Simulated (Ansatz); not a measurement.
## Electronic structure of BF2H3Si in real space

```xyz
7

B     0.0175   -1.4126    0.0953
F    -0.5181    1.4905    0.6372
F     0.1291   -2.4047   -0.7789
Si   -0.4473    0.4376   -0.6097
H     0.5836    0.9281   -1.5756
H     0.2024   -1.6880    1.2628
H    -1.7756    0.4395   -1.2969
```

Geometry: r2SCAN-D4/def2-SVP.

Method: isolated molecule in a Gaussian basis; Kohn-Sham density functional theory, functional PBE0 in Ansatz 0.2.0.

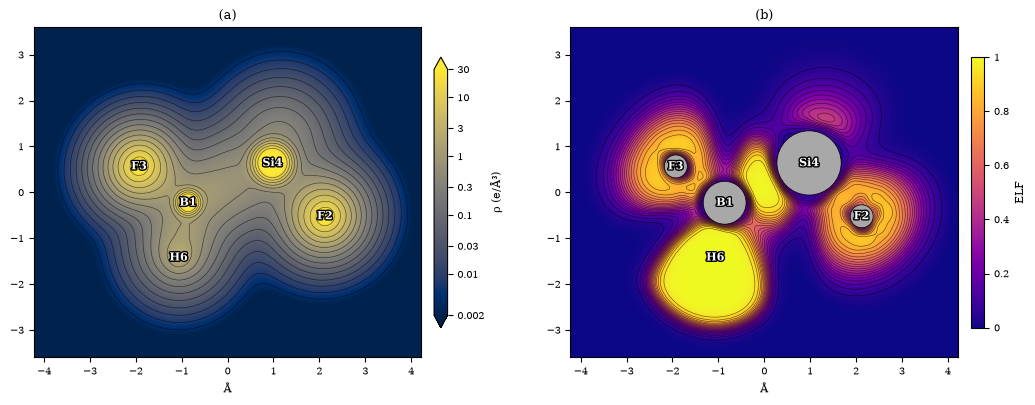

Figure 1. (a) total electron density; (b) electron localisation function on the plane of atoms B1, Si4 and F2. Grey discs cover the atomic cores in the ELF map.

> Interpret the plot.

- The section cuts through B, F, Si and H sites.
- B–F (1.33 Å): the density is about 2.2 e/Å³ at the midpoint; the ELF peaks at about 0.85 between the atoms; a shared but strongly polarised pair.
- Si–F (1.63 Å): the density is about 1.1 e/Å³ at the midpoint; the ELF peaks at about 0.85 in the valence shell of F, 0.6 Å from its nucleus, and is about 0.55 at the midpoint.
- Si–B (2.03 Å): the density is about 0.83 e/Å³ at the midpoint; the ELF peaks at about 1 between the atoms; a shared electron pair.
- B–H (1.21 Å): ρ is about 1.3 e/Å³ halfway; the ELF climbs to about 1 towards the hydrogen, as it does in any bond to H (a covalent bond by its length).
- The ELF also peaks beside F2 and F3, away from the bonds: lone-pair regions.

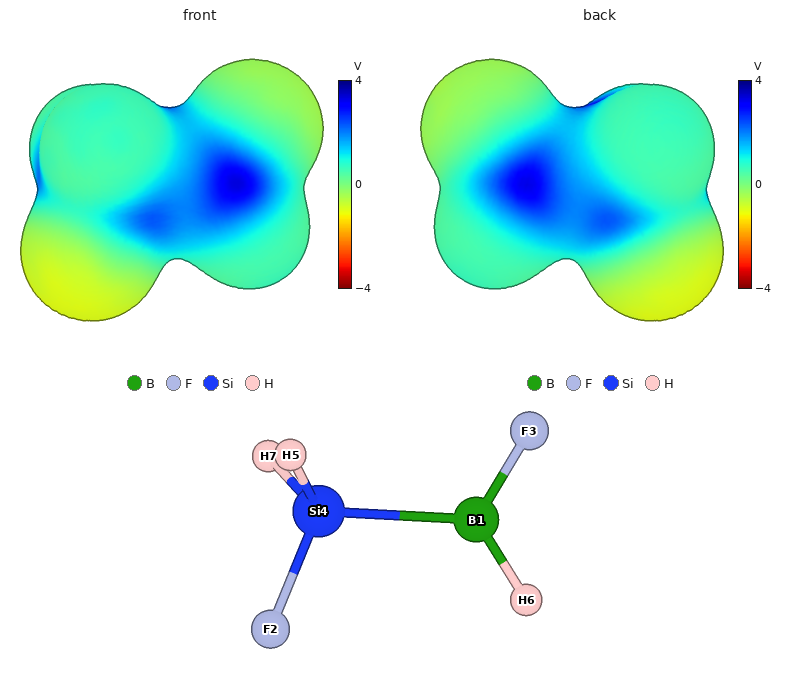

Figure 2. The electrostatic potential painted on the density surface at 0.004 e/bohr³, seen from the front and from behind; red is negative and blue positive. The bare structure is drawn below in the same view.

> Where is the surface potential most negative and most positive?

The most negative region (about −1.0 V) lies over F2, the most positive (about +3.2 V) over B1.

> How polar is the molecule by this calculation?

Its dipole moment is 0.79 D.

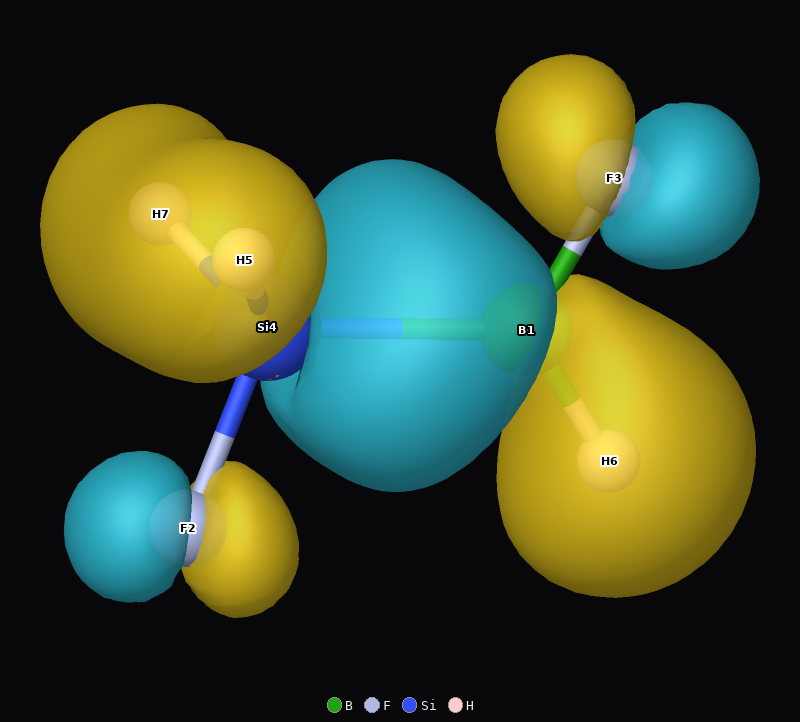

Figure 3. The HOMO at ±0.08 Å⁻³ᐟ² (yellow and cyan are the two phases), seen at a tilt.

> Where does this orbital lie, and at what energy?

By Hirshfeld shares it lies mainly on B1 (about 30 %), Si4 (about 30 %), H6 (about 15 %) and F3 (about 15 %). Its energy is −8.38 eV.
